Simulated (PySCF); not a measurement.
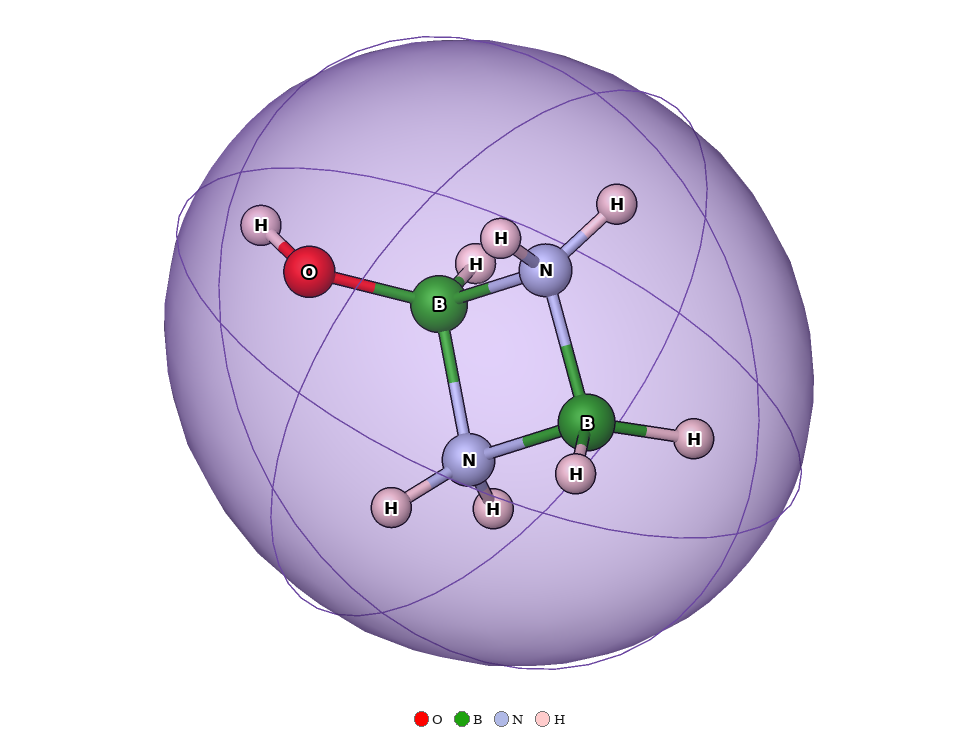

The ellipsoid shows the static dipole polarisability: its half-axes are proportional to the principal values. The computed structure is the end point of a PBE0-D3(BJ)/def2-SVP optimisation. No frequency run is at hand to confirm it as a minimum. Method: HF/def2-SVPD (PySCF 2.14.0).

How large and how anisotropic is the polarisability?

Principal values 45.8, 46.5, 51.7 bohr³; mean 48.0 bohr³ (7.11 Å³); anisotropy 5.6 bohr³, so the longest axis is 1.13 times the shortest.
